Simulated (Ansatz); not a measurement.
## Nudged elastic band, with input and output: ZnNH5O2

ZnNH5O2, computed with RKS PBE0-D4/def2-SVP (Ansatz 0.2.0).

The run did not end well. One setting was made poor on purpose. It belongs to a series of runs on one base structure; here: band between the two ends.

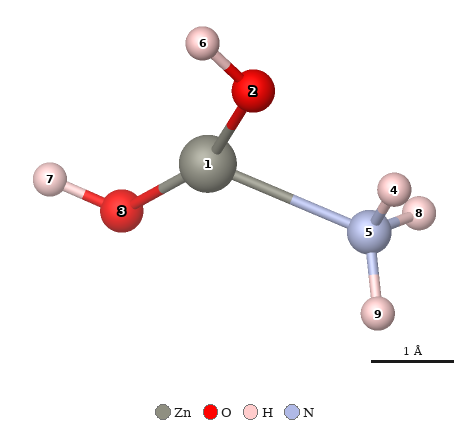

Figure 1. The structure as given in the input (ball-and-stick view, seen at a tilt; atoms are numbered from 1 in the order of the input). Sticks mark near contacts. Bond lengths as drawn: H–N 1.02 Å, H–O 0.96 Å, N–Zn 2.15 Å and O–Zn 1.80 to 1.82 Å.

**The input**
```yaml
crystal:
  periodic: [false, false, false]
  atoms:
    - { symbol: Zn, position_ang: [0.044161, 0.380839, -0.648857] }
    - { symbol: O, position_ang: [1.648893, 0.692533, 0.153476] }
    - { symbol: O, position_ang: [-1.288294, 0.420692, -1.860981] }
    - { symbol: H, position_ang: [0.494029, -0.628513, 1.519281] }
    - { symbol: "N", position_ang: [-0.41917, -0.796238, 1.086247] }
    - { symbol: H, position_ang: [2.286292, 1.246309, -0.303003] }
    - { symbol: H, position_ang: [-1.068124, 0.944196, -2.636739] }
    - { symbol: H, position_ang: [-0.551864, -1.799741, 0.974874] }
    - { symbol: H, position_ang: [-1.145723, -0.460178, 1.715704] }
basis:
  gaussian: { orbitals: def2-SVP }
hamiltonian:
  xc: pbe0
  dispersion: d4
neb:
  order_check: false
  images: 5
  f_tol: 0.03
  max_iterations: 6
  final_atoms:
    - { symbol: Zn, position_ang: [-0.63826831, -0.01579508, -0.52371596] }
    - { symbol: O, position_ang: [1.5279166, 0.34129272, -0.07006462] }
    - { symbol: O, position_ang: [-1.26264925, 0.65533915, -2.05615911] }
    - { symbol: H, position_ang: [1.15271969, -0.1200239, 0.73705556] }
    - { symbol: "N", position_ang: [-0.4448342, -0.81084386, 1.17539165] }
    - { symbol: H, position_ang: [1.8367006, 1.20517285, 0.22471002] }
    - { symbol: H, position_ang: [-0.55532301, 1.00295695, -2.60857599] }
    - { symbol: H, position_ang: [-0.57169729, -1.8218358, 1.21163094] }
    - { symbol: H, position_ang: [-1.04436482, -0.43636402, 1.90972952] }
  initial_path:
    images:
      - { positions_ang: [[0.044161, 0.380839, -0.648857], [1.648893, 0.692533, 0.153476], [-1.288294, 0.420692, -1.860981], [0.494029, -0.628513, 1.519281], [-0.41917, -0.796238, 1.086247], [2.286292, 1.246309, -0.303003], [-1.068124, 0.944196, -2.636739], [-0.551864, -1.799741, 0.974874], [-1.145723, -0.460178, 1.715704]] }
      - { positions_ang: [[-0.19504903, 0.36915868, -0.65704207], [1.5785977, 0.57101493, 0.07963987], [-1.29488634, 0.50271558, -1.99413566], [0.59820926, -0.53503848, 1.28429322], [-0.40720049, -0.79408326, 1.14070411], [2.13223726, 1.18849599, -0.07047653], [-0.91763488, 0.95093952, -2.70877116], [-0.51726911, -1.79844097, 1.06210366], [-0.97680435, -0.45486299, 1.86368656]] }
      - { positions_ang: [[-0.43425907, 0.35747836, -0.66522715], [1.5083024, 0.44949686, 0.00580375], [-1.30147869, 0.58473916, -2.12729033], [0.70238951, -0.44156396, 1.04930544], [-0.39523099, -0.79192852, 1.19516122], [1.97818251, 1.13068298, 0.16204994], [-0.76714577, 0.95768303, -2.78080332], [-0.48267421, -1.79714093, 1.14933331], [-0.8078857, -0.44954797, 2.01166913]] }
      - { positions_ang: [[-0.6734691, 0.34579804, -0.67341222], [1.43800709, 0.32797879, -0.06803238], [-1.30807103, 0.66676274, -2.26044499], [0.80656977, -0.34808945, 0.81431766], [-0.38326148, -0.78977378, 1.24961834], [1.82412777, 1.07286997, 0.39457641], [-0.61665665, 0.96442655, -2.85283548], [-0.44807932, -1.7958409, 1.23656297], [-0.63896705, -0.44423296, 2.15965169]] }
      - { positions_ang: [[-0.66173551, 0.225267, -0.62351347], [1.46797693, 0.33241677, -0.06870979], [-1.29293044, 0.66295488, -2.1923497], [0.92195308, -0.2720676, 0.78856362], [-0.40378572, -0.79679714, 1.22487611], [1.82831871, 1.11697093, 0.33795428], [-0.5962121, 0.97727001, -2.77141565], [-0.48928531, -1.80450587, 1.22825229], [-0.77409964, -0.44160998, 2.0763443]] }
      - { positions_ang: [[-0.65000191, 0.10473596, -0.57361472], [1.49794676, 0.33685474, -0.06938721], [-1.27778984, 0.65914701, -2.1242544], [1.03733638, -0.19604575, 0.76280959], [-0.42430996, -0.8038205, 1.20013388], [1.83250966, 1.16107189, 0.28133215], [-0.57576756, 0.99011348, -2.68999582], [-0.5304913, -1.81317083, 1.21994162], [-0.90923223, -0.438987, 1.99303691]] }
      - { positions_ang: [[-0.63826831, -0.01579508, -0.52371596], [1.5279166, 0.34129272, -0.07006462], [-1.26264925, 0.65533915, -2.05615911], [1.15271969, -0.1200239, 0.73705556], [-0.4448342, -0.81084386, 1.17539165], [1.8367006, 1.20517285, 0.22471002], [-0.55532301, 1.00295695, -2.60857599], [-0.57169729, -1.8218358, 1.21163094], [-1.04436482, -0.43636402, 1.90972952]] }
```

Run on 2 threads of Intel Xeon @ 2.70GHz, 189 GiB of memory available, shared host.

Launched with:
```bash
ansatz run input.yaml --threads 2 --pin off --max-ram 3072MiB --backend cpu --events-out ev --progress --plain --runs-dir out
```

**Log**
```
Engine: ansatz 0.2.0, x86_64-unknown-linux-gnu
Functional definition: PBE0
  parameter a = 0.25
  parameter kappa = 0.804
  parameter beta = 0.06672455060314922
  exchange = (1 - a)*pbe_x(kappa = kappa, mu = beta*pi^2/3) + a*exact_x
  correlation = pbe_c(beta = beta)
1032 factors; integrals over basis functions are off by at most 4.8e-4 eV
mean field evaluation 1: about -54048.8738 eV, gradient 8.8e1 eV
mean field evaluation 2: about -54025.1716 eV, gradient 1.4e2 eV
mean field evaluation 4: about -54062.2317 eV, gradient 6.6e0 eV
mean field evaluation 8: about -54062.4136 eV, gradient 4.8e-1 eV
mean field evaluation 16: about -54062.4140 eV, gradient 4.3e-5 eV
mean field -54062.41396520 eV, -1986.7570684009 hartree, gradient 4.3e-5 eV, S^2 0.000000; 0 other end points of the search recorded, 0 dependent functions left out
the calculation of the forces begins
reference -54062.41399925 eV, -1986.7570696522 hartree; 29, 29 occupied and 69, 69 virtual orbitals, 1032 factors
1034 factors; integrals over basis functions are off by at most 7.8e-4 eV
mean field -54061.98048028 eV, -1986.7411381239 hartree, gradient 3.3e-5 eV, S^2 0.000000; 0 other end points of the search recorded, 0 dependent functions left out
[... from here on the field's lines of each further geometry are left out, up to the last ...]
NEB iter   1: max|band force component| = 8.298e0 eV/Å  barrier→ = 1.2875 eV  barrier← = 0.8539 eV  Δτ_max = 0.1815 Å  (186 SCF iters)
NEB iter   2: max|band force component| = 1.704e0 eV/Å  barrier→ = 0.7526 eV  barrier← = 0.3191 eV  Δτ_max = 0.2000 Å  (151 SCF iters)
NEB iter   3: max|band force component| = 9.273e-1 eV/Å  barrier→ = 0.6672 eV  barrier← = 0.2337 eV  Δτ_max = 0.1035 Å  (157 SCF iters)
NEB iter   4: max|band force component| = 6.113e-1 eV/Å  barrier→ = 0.6130 eV  barrier← = 0.1795 eV  Δτ_max = 0.0660 Å  (155 SCF iters)
NEB iter   5: max|band force component| = 3.035e-1 eV/Å  barrier→ = 0.5916 eV  barrier← = 0.1580 eV  CI = image 4  Δτ_max = 0.0439 Å  (157 SCF iters)
the calculation of the forces begins
reference -54061.83188417 eV, -1986.7356773175 hartree; 29, 29 occupied and 69, 69 virtual orbitals, 1034 factors
these checks for a lower state are left out or cut short: starts, cluster_reference, orbital_swaps, neighbouring_geometries, increment
1034 factors; integrals over basis functions are off by at most 7.4e-4 eV
mean field -54061.94953102 eV, -1986.7400007594 hartree, gradient 2.6e-5 eV, S^2 0.000000; 0 other end points of the search recorded, 0 dependent functions left out
the calculation of the forces begins
reference -54061.94956532 eV, -1986.7400020200 hartree; 29, 29 occupied and 69, 69 virtual orbitals, 1034 factors
NEB iter   6: max|band force component| = 1.435e-1 eV/Å  barrier→ = 0.5824 eV  barrier← = 0.1488 eV  CI = image 4  Δτ_max = 0.0637 Å  (158 SCF iters)
```

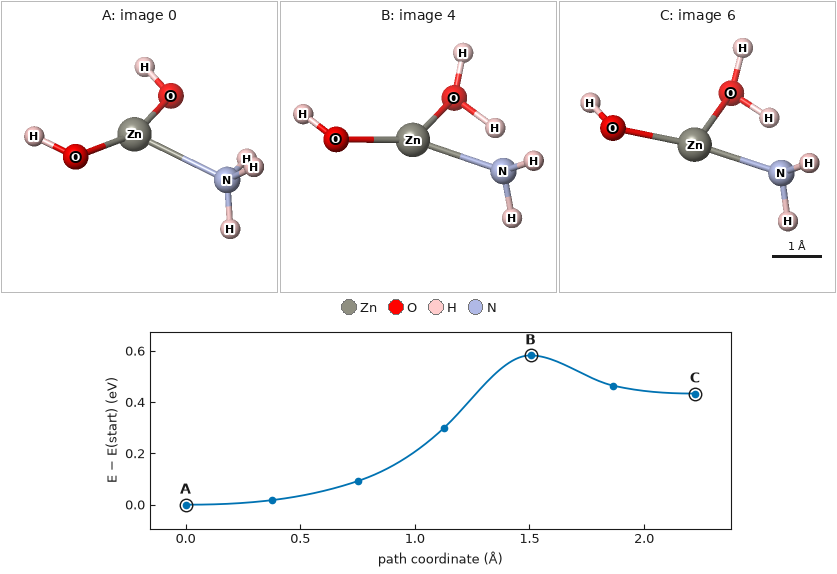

Figure 2. Images of the last band (counted from 0; ball-and-stick, seen at a tilt) above the energy along the path; the line is a cubic interpolation that uses the forces. The highest image is number 4, 0.582 eV above the start and 0.149 eV above the end (the climbing image); the end lies 0.434 eV above the start. The path is 2.22 Å long. The band had not converged after 6 iterations.

```
Unfinished report: {"positions_ang":[[-0.4021620769160751,0.11495705799257636,-0.6373191947889405],[1.4893942443309125,0.29222253505426343,0.060534257679338024],[-1.3380735116619138,0.6012461306728947,-2.0797410360623525],[0.8440676226785375,-0.22032788422278898,0.914683843165155],[-0.3651997803613847,-0.7544140475890456,1.137443753015043],[1.9769884810056275,1.08526484899194,0.30047693399633685],[-0.8222042415280288,1.0367148361602536,-2.7638129634590225],[-0.42091881523968677,-1.772091872613323,1.1882115056030083],[-0.961691922307988,-0.38367260444677015,1.8795248908514348]],"unchecked":["starts","cluster_reference","orbital_swaps","neighbouring_geometries","increment"],"mean_field":{"relativity":"none","state":{"energy":{"ev":-54061.83188417113,"hartree":-1986.7356773175022},"converged":true,"gradient_ev":8.667849773691252e-6,"stability":{"kind":"minimum","curvature_ev":41.06291077257719},"curvature_floor_ev":0.00030000000000000003,"spin_squared":-3.552713678800501e-15},"others":[],"fillings":{"estimated":0,"unestimated":0,"tried":0,"untried":0,"excluded_magnetic_sites":0},"n_dropped_functions":0,"n_trapped_functions":0,"passes":{"evaluations":4,"products":27},"factors":{"origin":"Cholesky decomposition","count":1034,"bound_ev":0.0007947100767804283},"gradient_stop_ev":0.00009,"reference_kind":"stationary","functional":{"name":"PBE0","citations":["Adamo & Barone, J. Chem. Phys. 110, 6158 (1999) doi:10.1063/1.478522","Perdew, Burke & Ernzerhof, Phys. Rev. Lett. 77, 3865 (1996) doi:10.1103/PhysRevLett.77.3865"],"text":"name \"PBE0\"\ncite \"Adamo & Barone, J. Chem. Phys. 110, 6158 (1999) doi:10.1063/1.478522\"\ncite \"Perdew, Burke & Ernzerhof, Phys. Rev. Lett. 77, 3865 (1996) doi:10.1103/PhysRevLett.77.3865\"\nparent pbe\nparameter a = 0.25\nparameter kappa = 0.804\nparameter beta = 0.06672455060314922\nexchange = (1 - a)*pbe_x(kappa = kappa, mu = beta*pi^2/3) + a*exact_x\ncorrelation = pbe_c(beta = beta)\n","parameters":{"a":{"value":0.25,"default":0.25},"beta":{"value":0.06672455060314922,"default":0.06672455060314922},"kappa":{"value":0.804,"default":0.804}},"final_grid":{"core_spheres":13.0,"valence_spheres":11.0,"degree":36.0},"final_grid_parameter_source":"default","radial_points_factor":1.0,"radial_grid_error_ev":3.235511906987185e-7,"grid_sensitivity":"normal","grid_sensitivity_ratio":0.001870803151768979},"unsmoothed_excess_ev":-0.000034564814004117695,"symmetry":{"irreps":["A"],"axes":[[0.9999089315306958,-0.013145222577422153,0.003054794351822119],[0.013156877638019478,0.9999061205991272,-0.003827082337945868],[-0.003004199720404162,0.0038669253669116875,0.9999880107642524]],"occupied":[{"A":29},{"A":29}]},"held":{"pivots":1032,"left_out":0,"joined":2},"density_repulsion":{"missed_ev":0.000025292615883593112,"excess_ev":1.8684364973380066e-7,"most_excess_ev":0.0001566,"are_drawn_again":false,"n_first_factors":1034,"energy_change_ev":0.0,"n_dropped_ends":0}},"factors":{"origin":"Cholesky decomposition","count":1034,"bound_ev":0.0007947100767804283},"n_frozen":0,"n_occupied":[29,29],"n_virtual":[69,69],"reference":{"ev":-54061.83188417113,"hartree":-1986.7356773175022},"dispersion":{"energy":{"ev":-0.10665434071944616,"hartree":-0.0039194747285310055},"switches_in_reach":[]},"total":{"ev":-54061.93853851185,"hartree":-1986.7395967922307},"forces_ev_per_angstrom":[[-0.0010719861323002491,-0.03828077371734989,0.08214801327234399],[-0.026953267431838644,-0.032096874084293694,0.033052809975469506],[-0.0920573410361113,0.01789951279882263,-0.07832180769884761],[0.01599109589297377,-0.04568451676648597,0.01800734186459205],[-0.056846590426846824,0.034221627259283086,0.016731007342362943],[-0.009372210402400067,0.035451664247671585,-0.010626212240243252],[0.05884332908765922,0.007198324368904888,0.01566889232895643],[0.0020980292851960343,0.08301964374786945,0.02434502795982092],[0.1093689411500209,-0.061728607852453814,-0.1010050728116835]],"charge_distribution":{"dipole_moment_e_ang":[0.25790527222689175,0.09155636671776732,0.4529459042306988],"mulliken_charges_e":[0.7265164954719978,-0.49008364973273544,-0.5889224025053714,0.25097427618017665,-0.5135189836303677,0.17565584938352496,0.1688822652691564,0.13699238415521275,0.13350376540842646],"lowdin_charges_e":[0.42251049418429076,-0.030131253352735143,-0.20044289415954175,-0.06077112624867009,-0.001900689958159063,-0.041743053178245004,-0.0656103171461424,-0.010213618708325711,-0.01169754143246049]},"n_threads":2,"memory_gib":2.556818182580173,"seconds":{"hamiltonian":2.243609891,"orbitals":0.0,"second_order":0.0,"solver_start":0.0,"cycles":0.0,"cycle":0.0,"perturbative":0.0,"full_ci_increment":0.0,"forces":0.0}}
this run last wrote the band of iteration 6 to [file]
Error: NEB band did not converge after 6 iterations: max|band force component| = 1.43e-1 eV/Å (threshold 3.0e-2); raise `neb.max_iterations` in a new run, which can start from the last band evaluated (`neb.initial_path`, with `crystal.atoms` and `neb.final_atoms` set to its first and last images), add images, or start from endpoints closer to local minima. Where this run's directory can be resumed (`checkpoint.write`), a resume goes on for up to `neb.max_iterations` more; to start a new run from the last band, take its images' positions from the `neb_iteration` event of iteration 6 (`data.images[].positions_ang`), in the event stream of the run that computed that iteration (not this run's, if it was resumed behind it). With `checkpoint.write`, `steps/00-neb/state/checkpoint.json` in the run directory holds the last saved band, under `neb.evaluated.images[].positions_ang` (a band under a hybrid functional on support functions is neither saved nor resumed: `neb.initial_path` says where its path is): check the last entry of `neb.iterations` there, which is earlier than 6 if that iteration was not saved or its write failed. If the band's step has no `state` directory and holds `state.next`, a write was cut short, and the file is under `state.next` instead (behind a loss of power it can be under `state.prev`)
this run wrote the band of iteration 6 to [file] as well, whether or not its events were kept: a new run's `neb.initial_path` can list its `images[].positions_ang`
a run's events are kept only if it was started with --events-out <file>, and are in that file
```

**The last band as extended XYZ (Å, eV, eV/Å)**
```
9
Properties=species:S:1:pos:R:3:forces:R:3 image=0 energy=-54062.52087
Zn    0.0442    0.3808   -0.6489   -0.0172  -0.0053  -0.0077
O     1.6489    0.6925    0.1535    0.0080   0.0003   0.0055
O    -1.2883    0.4207   -1.8610    0.0108  -0.0003   0.0085
H     0.4940   -0.6285    1.5193   -0.0062   0.0026  -0.0059
N    -0.4192   -0.7962    1.0862    0.0155   0.0059   0.0005
H     2.2863    1.2463   -0.3030    0.0006  -0.0012   0.0007
H    -1.0681    0.9442   -2.6367   -0.0037   0.0018  -0.0037
H    -0.5519   -1.7997    0.9749   -0.0010  -0.0036  -0.0013
H    -1.1457   -0.4602    1.7157   -0.0066  -0.0003   0.0033
9
Properties=species:S:1:pos:R:3:forces:R:3 image=1 energy=-54062.50322
Zn   -0.0434    0.3357   -0.6837    0.0223   0.0072   0.0180
O     1.5759    0.5727    0.1403    0.0263   0.0578   0.0053
O    -1.3134    0.4989   -1.9501    0.0156  -0.0190   0.0270
H     0.5456   -0.5503    1.3866   -0.0074  -0.0117   0.0363
N    -0.4111   -0.8054    1.1035    0.0021  -0.0276   0.0001
H     2.1969    1.2308   -0.1778    0.0156  -0.0118  -0.0474
H    -0.9939    0.9900   -2.7132   -0.0179  -0.0053   0.0109
H    -0.4951   -1.8204    1.0913   -0.0257   0.0105  -0.0318
H    -1.0611   -0.4521    1.8031   -0.0308  -0.0001  -0.0184
9
Properties=species:S:1:pos:R:3:forces:R:3 image=2 energy=-54062.42833
Zn   -0.1288    0.2817   -0.7062    0.1436   0.0827   0.0116
O     1.5467    0.4312    0.0718    0.0538   0.0857   0.0017
O    -1.3328    0.5646   -2.0124   -0.0232  -0.0307   0.0252
H     0.5797   -0.4803    1.2448   -0.0749  -0.0924   0.1600
N    -0.4047   -0.7977    1.1177   -0.0079  -0.0521   0.0103
H     2.0948    1.2146    0.0020    0.0259   0.0271  -0.1469
H    -0.9286    1.0205   -2.7575   -0.0281  -0.0064   0.0063
H    -0.4481   -1.8138    1.1692   -0.0545   0.0049  -0.0250
H    -0.9780   -0.4209    1.8705   -0.0348  -0.0187  -0.0431
9
Properties=species:S:1:pos:R:3:forces:R:3 image=3 energy=-54062.21989
Zn   -0.2586    0.2022   -0.6893    0.3108   0.2239  -0.0499
O     1.4961    0.3532    0.0338    0.0744   0.0052  -0.1260
O    -1.3482    0.5886   -2.0622   -0.0837  -0.0303  -0.0312
H     0.6532   -0.3694    1.0777   -0.4797  -0.4160   0.5093
N    -0.3648   -0.7715    1.1338   -0.0932  -0.0072  -0.0500
H     2.0267    1.1342    0.1888    0.0533   0.2020  -0.2153
H    -0.8640    1.0343   -2.7648   -0.0250  -0.0040   0.0042
H    -0.4056   -1.7871    1.1958    0.0724   0.0350   0.0194
H    -0.9346   -0.3846    1.8864    0.1707  -0.0087  -0.0605
9
Properties=species:S:1:pos:R:3:forces:R:3 image=4 energy=-54061.93850
Zn   -0.4022    0.1150   -0.6373   -0.0011  -0.0383   0.0821
O     1.4894    0.2922    0.0605   -0.0270  -0.0321   0.0331
O    -1.3381    0.6012   -2.0797   -0.0921   0.0179  -0.0783
H     0.8441   -0.2203    0.9147    0.0160  -0.0457   0.0180
N    -0.3652   -0.7544    1.1374   -0.0568   0.0342   0.0167
H     1.9770    1.0853    0.3005   -0.0094   0.0355  -0.0106
H    -0.8222    1.0367   -2.7638    0.0588   0.0072   0.0157
H    -0.4209   -1.7721    1.1882    0.0021   0.0830   0.0243
H    -0.9617   -0.3837    1.8795    0.1094  -0.0617  -0.1010
9
Properties=species:S:1:pos:R:3:forces:R:3 image=5 energy=-54062.05600
Zn   -0.5446    0.0405   -0.5712   -0.1121  -0.0489   0.0614
O     1.5355    0.3036    0.0164    0.0525   0.0107  -0.0537
O    -1.3208    0.6097   -2.0765    0.0005   0.0162  -0.0050
H     1.0643   -0.1332    0.8160    0.1214   0.0648  -0.0591
N    -0.4234   -0.7648    1.1531    0.0050  -0.0643  -0.0061
H     1.9555    1.1192    0.3081   -0.0136   0.0220   0.0071
H    -0.7355    1.0248   -2.7161    0.0635  -0.0087   0.0393
H    -0.4927   -1.7813    1.1839   -0.0489  -0.0021   0.0120
H    -1.0381   -0.4186    1.8863   -0.0684   0.0104   0.0042
9
Properties=species:S:1:pos:R:3:forces:R:3 image=6 energy=-54062.08733
Zn   -0.6383   -0.0158   -0.5237    0.0030  -0.0031   0.0034
O     1.5279    0.3413   -0.0701   -0.0067  -0.0020   0.0013
O    -1.2626    0.6553   -2.0562    0.0003   0.0015  -0.0032
H     1.1527   -0.1200    0.7371    0.0022  -0.0003   0.0003
N    -0.4448   -0.8108    1.1754    0.0010   0.0002  -0.0051
H     1.8367    1.2052    0.2247    0.0061   0.0037  -0.0003
H    -0.5553    1.0030   -2.6086   -0.0022   0.0001  -0.0012
H    -0.5717   -1.8218    1.2116    0.0004  -0.0011  -0.0011
H    -1.0444   -0.4364    1.9097   -0.0040   0.0012   0.0061
```

**Outcome**

- outcome: not converged
- barrier, forward (band not converged): 0.582 eV
- barrier, backward: 0.149 eV
- wall time: 98 s (CPU time 3.1 min)
- peak memory: 0.23 GiB

**What went wrong**

The run did not converge: “NEB band did not converge after 6 iterations: max|band force component| = 1.43e-1 eV/Å (threshold 3.0e-2); raise `neb.max_iterations` in a new run, which can start from the last band evaluated (`neb.initial_path`, with `crystal.atoms` and `neb.final_atoms` set to its first and last images), add images, or start from endpoints closer to local minima …” Its last values are not results. A deliberately poor setting: few iterations.
